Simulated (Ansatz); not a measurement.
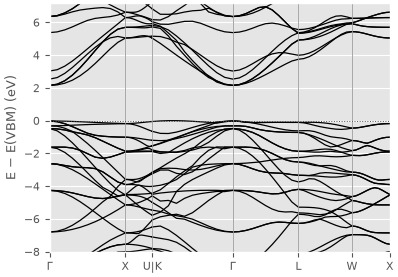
Fig. 1. Band structure from DFT-LDA in the program Ansatz with PAW potentials

Task: Read off the gap and where the band edges lie.

Result: About 2.2 eV (2.15 eV by a search for the band edges); maximum on the K–Γ line, 25 % of the way from K, minimum at Γ.

Task: Pick the material that matches.
A) MgS, zinc blende
B) KI, rock salt
C) CuCl, zinc blende
D) Ge3N4, Fd-3m (Ge on 16c, Ge on 8b, N on 32e)

Result: D, Ge3N4, Fd-3m (Ge on 16c, Ge on 8b, N on 32e)

Symmetry was held in the LDA relaxation. Scalar-relativistic: spin–orbit coupling is off unless named, which matters more the heavier the elements.

Potentials: the later of the program's two PAW sets.
